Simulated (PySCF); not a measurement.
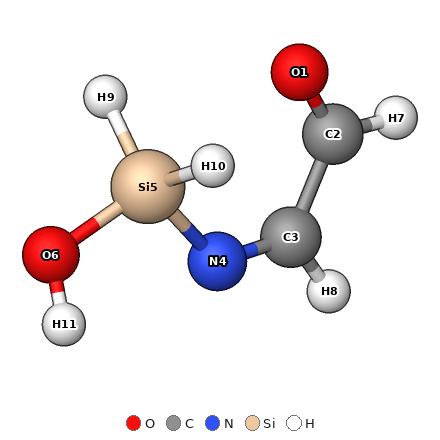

C₂H₅NO₂Si, SMILES O=C/C=N\[SiH2]O. Vertical core-electron binding energies by ΔSCF (PBE0, pcX-2 on the ionised atom, pcseg-1 elsewhere, spin-free X2C; PySCF 2.14.0, at a PBE0-D3(BJ)/def2-SVP geometry (no frequency check)), gas phase, against the vacuum level. One atom of each kind was ionised; within a panel, areas follow the number of like atoms and 2j + 1 (2p levels are split by first-order spin-orbit coupling, an approximation), each panel is scaled alone, Gaussians of 1.0 eV full width. Only the regions named are shown. Lines closer than the width merge in the curve.

### Predict the Si 2p, O 1s and C 1s photoelectron lines.

```
   level  atoms  binding energy (eV)
Si 2p1/2    Si5                107.7
Si 2p3/2    Si5                107.1
    O 1s     O1                538.2
    O 1s     O6                537.6
    C 1s     C2                293.6
    C 1s     C3                292.2
```

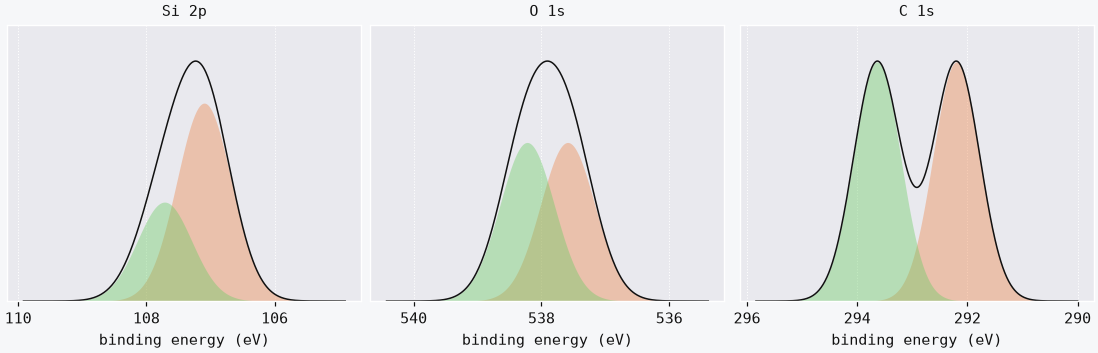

Note: one conformer of a flexible molecule.
